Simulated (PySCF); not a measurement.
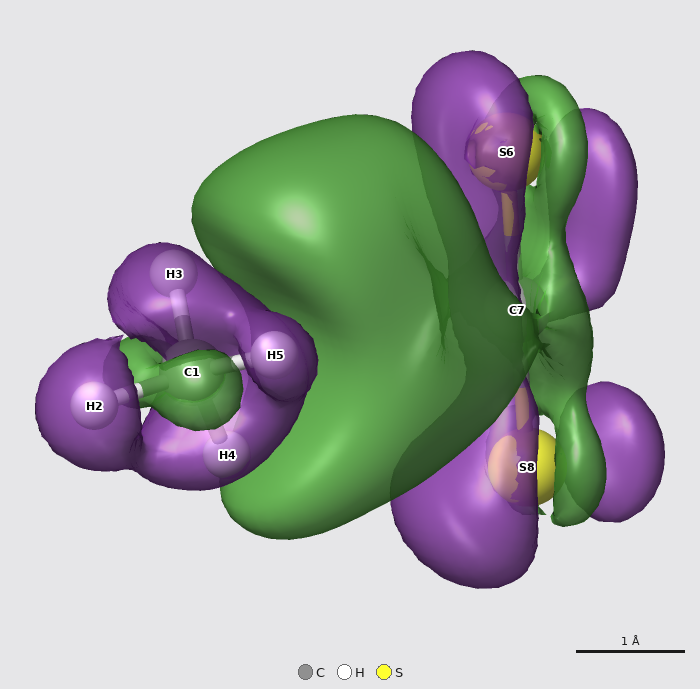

Figure. C2H4S2, SMILES `C.S=C=S`. Density of the complex less the densities of the two fragments at the same geometry, ±0.0002 e/Å³ (purple: gain, green: loss). Fragment A: H4C (atoms 1–5); fragment B: CS2.

PySCF calculation, TPSS/6-31+G*, gas phase; geometry: GFN2-xTB. GFN2-xTB bond lengths at metals and heavier atoms can be off by up to 0.1 Å and shapes distorted, which carries into these values.

Input

```python
import numpy as np
from pyscf import gto, scf, dft
from pyscf.scf import atom_ks, atom_hf
from scipy.linalg import block_diag
from pyscf.dispersion import dftd3

def solve(mol, dm0=None, hcore=None):
    mf = (dft.UKS if mol.spin else dft.RKS)(mol, xc='tpss')
    mf.grids.level = 3
    mf = mf.density_fit(auxbasis='def2-universal-jkfit')
    mf.conv_tol, mf.max_cycle = 1e-8, 80
    if hcore is not None:
        mf.get_hcore = lambda *args: hcore
    mf.kernel(dm0)
    if not mf.converged:
        mf = mf.newton().run(mf.mo_coeff, mf.mo_occ, max_cycle=30)
    assert mf.converged, 'SCF not converged'
    return mf

mol = gto.M(atom='''
C     -2.82410    -0.46937     0.00002
H     -3.85527    -0.79473    -0.03699
H     -2.66264     0.30198    -0.74170
H     -2.17365    -1.30966    -0.20521
H     -2.60510    -0.07511     0.98386
S      0.39694     1.63428    -0.00003
C      0.74269     0.12358     0.00009
S      1.08963    -1.38727    -0.00002
''', basis='6-31+g*', charge=0, spin=0, verbose=4)
mol_a = gto.M(atom='''
C     -2.82410    -0.46937     0.00002
H     -3.85527    -0.79473    -0.03699
H     -2.66264     0.30198    -0.74170
H     -2.17365    -1.30966    -0.20521
H     -2.60510    -0.07511     0.98386
ghost-S      0.39694     1.63428    -0.00003
ghost-C      0.74269     0.12358     0.00009
ghost-S      1.08963    -1.38727    -0.00002
''', basis='6-31+g*', charge=0, spin=0, verbose=4)
mol_b = gto.M(atom='''
ghost-C     -2.82410    -0.46937     0.00002
ghost-H     -3.85527    -0.79473    -0.03699
ghost-H     -2.66264     0.30198    -0.74170
ghost-H     -2.17365    -1.30966    -0.20521
ghost-H     -2.60510    -0.07511     0.98386
S      0.39694     1.63428    -0.00003
C      0.74269     0.12358     0.00009
S      1.08963    -1.38727    -0.00002
''', basis='6-31+g*', charge=0, spin=0, verbose=4)
ab, a, b = solve(mol), solve(mol_a), solve(mol_b)
e_int = ab.e_tot - a.e_tot - b.e_tot
print('counterpoise-corrected interaction energy / kcal/mol', e_int * 627.5095)
def disp(atoms, charge):
    m = gto.M(atom=atoms, charge=charge, basis='sto-3g', spin=None, unit='Bohr', verbose=0)
    return dftd3.DFTD3Dispersion(m, xc='tpss', version='d3bj').get_dispersion()['energy']
e_disp = disp(mol._atom, mol.charge) - disp(mol._atom[:5], mol_a.charge) - disp(mol._atom[5:], mol_b.charge)
print('D3(BJ) part / kcal/mol', e_disp * 627.5095)
# spherically averaged free atoms, for the promolecule
atm = atom_ks.get_atm_nrks(mol, xc='tpss')
pro = block_diag(*[(atm[a[0]][2] * atm[a[0]][3]) @ atm[a[0]][2].T for a in mol._atom])
np.savez('result.npz', e_int=e_int, e_disp=e_disp, dm_a=a.make_rdm1(), dm_b=b.make_rdm1(), c=ab.mo_coeff, occ=ab.mo_occ, eps=ab.mo_energy, pro=pro, d=[f.dip_moment(verbose=0) for f in (ab, a, b)])
```

Launched as:

```sh
OMP_NUM_THREADS=1 python input.py
```

The run took 40 s on 1 thread of Intel(R) Xeon(R) Processor @ 2.70GHz (shared host), peak memory 0.43 GiB.

Partitions, critical points and surface values were worked out afterwards from this run's density.

How is the density rearranged on binding?

Hirshfeld charges show almost no net transfer (under 0.005 e). 0.01 e is displaced in all, which induces a dipole of 0.02 D.

What is the interaction energy, and which contacts carry it?

The counterpoise-corrected interaction energy of the frozen fragments is +0.7 kcal/mol without dispersion correction and −0.9 kcal/mol with D3(BJ). The pair geometry is semi-empirical, not a minimum at this level. Contacts: H4···S8, 3.27 Å, ρ = 0.004 a.u.; C1···S6, 3.85 Å, ρ = 0.004 a.u. The pose is a local one from a semi-empirical search, not shown to be the most stable.
